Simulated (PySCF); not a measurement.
# C2H6GeOS: the cost of one run

Programs: PySCF 2.14.0, with density-fitted response routines of our own. Each step states its level of theory. These are calculated values for one molecule in the gas phase, unless marked as measured. Atoms are numbered from 0 throughout.

## 1. Starting geometry

11 atoms, charge 0, multiplicity 1; geometry from: GFN2-xTB. The atoms were then displaced at random by about 0.01 Å, so the start is not that level's minimum.

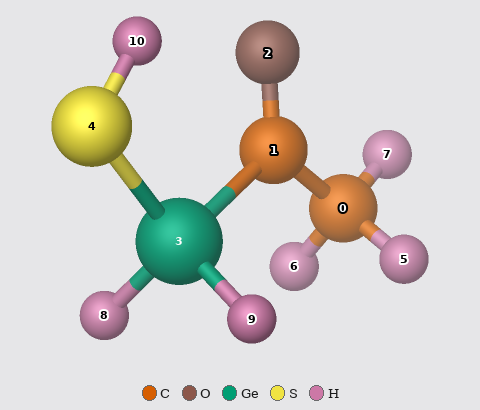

The starting geometry (carbon orange, oxygen brown, germanium teal, sulfur yellow, hydrogen pink), atoms numbered.

## 2. Geometry optimisation at PBE0-D3(BJ)/def2-SVP

Job settings and geometry (Å):

```
{"job": {"xc": "PBE0", "basis": "def2-SVP", "d3": "d3bj", "grid": 1, "shake": 0.01, "kind": "geom"}, "charge": 0, "multiplicity": 1}
C     -1.718400    -0.364700     0.034180
C     -0.315510    -0.472440     0.434980
O      0.066530    -1.202130     1.296590
Ge     1.072440     0.683900    -0.560350
S      2.990450     0.267810     0.340540
H     -2.058700     0.693720     0.199510
H     -1.809790    -0.537270    -1.037710
H     -2.357740    -1.017960     0.584390
H      1.042210     0.379790    -2.025170
H      0.686610     2.155130    -0.471740
H      2.440000    -0.611680     1.189120
```

Started as:

```bash
> OMP_NUM_THREADS=1 python probes_run.py task.json out
```

The driver reads the jobs from task.json and runs them one after another.

Q: Estimate the wall time and peak memory of this first job on 1 thread of Arm Neoverse V1, shared host.

About 38 s, with a peak of 0.51 GiB.
